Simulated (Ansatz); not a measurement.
CH$_{6}$AsPS: several calculations on one system

**1. Relaxation**

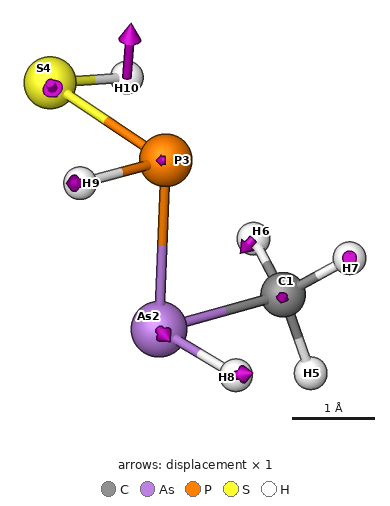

This is a relaxation of CH₆AsPS. The starting structure is drawn; purple arrows show the displacements, at their true length. The two geometries are superimposed by the best rigid fit.

A ball-and-stick model, seen from a free direction.

The run prepares an end point of a later path (hydrogen shift) calculation, from a guessed geometry.

All numbers below come from Ansatz 0.2.0, RKS B3LYP-D4/def2-SVP.

Input file:
```yaml
crystal:
  periodic: [false, false, false]
  atoms:
    - { symbol: C, position_ang: [-0.7906, -0.2537, -1.2192] }
    - { symbol: As, position_ang: [-0.9757, -0.4071, 0.7243] }
    - { symbol: P, position_ang: [1.2892, -0.2975, 0.9929] }
    - { symbol: S, position_ang: [1.4124, 1.8503, 1.2881] }
    - { symbol: H, position_ang: [-1.8209, -0.4456, -1.7065] }
    - { symbol: H, position_ang: [-0.5539, 0.8491, -1.4834] }
    - { symbol: H, position_ang: [-0.0512, -0.907, -1.6287] }
    - { symbol: H, position_ang: [-0.9219, -1.9484, 0.6315] }
    - { symbol: H, position_ang: [1.2642, -0.5735, 2.4706] }
    - { symbol: H, position_ang: [1.2316, 2.0823, -0.0666] }
basis:
  gaussian: { orbitals: def2-SVP }
hamiltonian:
  xc: b3lyp
  dispersion: d4
relax:
  f_tol: 0.02
  max_steps: 50
output:
  orbitals: {}
```

Run as
```bash
ansatz run input.yaml --threads 2 --pin off --max-ram 3072MiB --backend cpu --events-out ev --progress --plain --runs-dir out
```

### Which element moves most?

Hydrogen: up to 0.77 Å, against 0.34 Å for sulfur.

### What did the optimiser do to the structure, and how much energy did it gain?

After 10 accepted moves (13 points after the start) the energy has fallen by 8.39 kcal/mol. The largest force component goes from 2.4 to 0.011 eV/Å. The line search rejected the trial steps at points 7, 9, 12 of the run. The forces were under the threshold at step 10, but the run went on from there. H10 moves most after the best rigid fit: 0.77 Å. By element the largest moves are H 0.77 Å, S 0.34 Å, As 0.26 Å, C 0.13 Å, P 0.13 Å. Near-neighbour distances that change, for instance: As2–P3 2.283 → 2.381 Å, P3–H9 1.503 → 1.429 Å, C1–H5 1.156 → 1.100 Å, S4–H10 1.386 → 1.354 Å. Among the angles between lasting bonds that change: C1–As2–H8 90.9° → 95.6°, H5–C1–H6 104.1° → 108.8°, P3–S4–H10 91.4° → 94.1°. Groups turn about P3–S4 by about 45°.

**2. Relaxation**

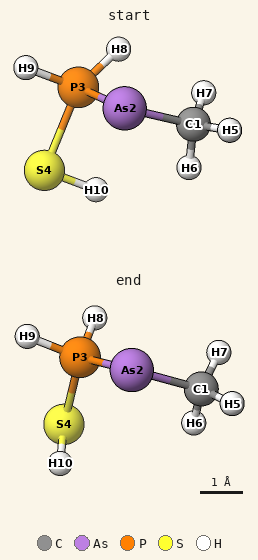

The structure of CH$_{6}$AsPS before (top) and after (bottom) a relaxation, at one scale.

A ball-and-stick model, seen at a tilt.

The run prepares an end point of a later path (hydrogen shift) calculation, from a guessed geometry.

These are results of Ansatz, RKS B3LYP-D4/def2-SVP, not measurements. (no spin polarisation; force threshold 0.02 eV/Å; at most 50 steps)

Q: Summarise the run.

A: The largest move after the best rigid fit is that of H10, 1.06 Å. Largest moves by element: H 1.06 Å, S 0.99 Å, P 0.28 Å, As 0.22 Å, C 0.20 Å. Near-neighbour distances that change, for instance: P3–H9 1.503 → 1.416 Å, As2–P3 2.283 → 2.201 Å, C1–H5 1.156 → 1.101 Å, C1–As2 1.958 → 2.012 Å. Among the angles between lasting bonds that change: S4–P3–H8 143.0° → 93.5°, As2–P3–H8 94.6° → 122.1°, As2–P3–S4 96.9° → 122.2°. Groups turn about C1–As2 by about 20°. Over 28 accepted moves (32 points after the start) the energy falls by 193.5 kJ/mol. The largest force component goes from 2.8 to 0.015 eV/Å. The line search rejected the trial steps at points 13, 22, 26, 28 of the run. The run took 2.2 min on 2 threads of Intel(R) Xeon(R) Platinum 8259CL CPU @ 2.50GHz (Skylake/Cascade Lake), on a shared host, peak memory 0.3 GiB.

**3. Path**

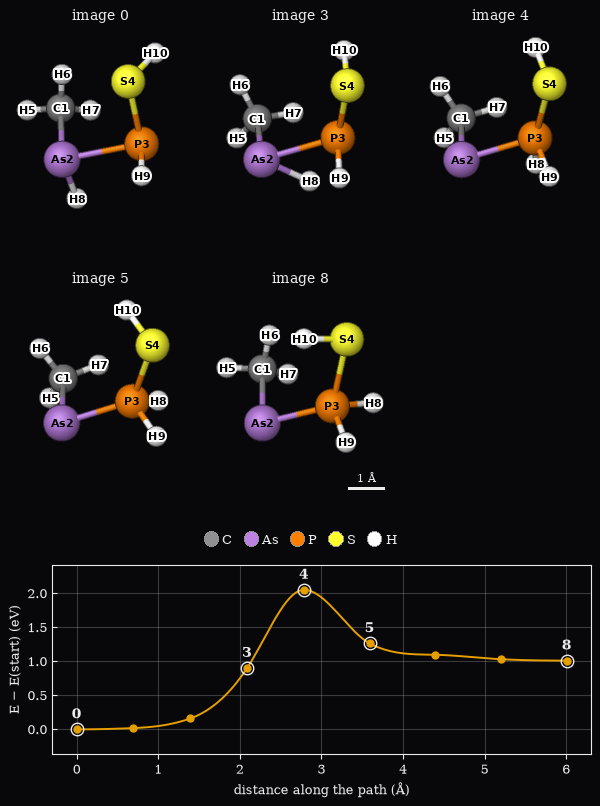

A search for the minimum-energy path of CH6AsPS by the nudged elastic band. Images are numbered from 0 (start) to 8 (end). A ball-and-stick model, seen from a free direction.

Theory: RKS B3LYP-D4/def2-SVP (Ansatz 0.2.0). Run with 7 movable images; climbing image; force threshold 0.05 eV/Å; iteration limit 47; starting path through a guess of the saddle point.

**Describe the mechanism and the energy profile.**

A hydrogen atom shifts from one atom to another. Breaking: As2–H8 (1.54 → 2.22 at the top → 3.20 Å). Forming: P3–H8 (2.89 → 1.49 at the top → 1.43 Å). The highest point, image 4, lies 2.05 eV above the start and 1.04 eV above the end; the end is at +1.01 eV relative to the start. The band converged in 15 iterations. The largest component of the band force went from 17 to 0.037 eV/Å. The climbing image converged on the top of the path. Its vibrational analysis gives one imaginary mode (805i cm⁻¹), as a transition state must have.
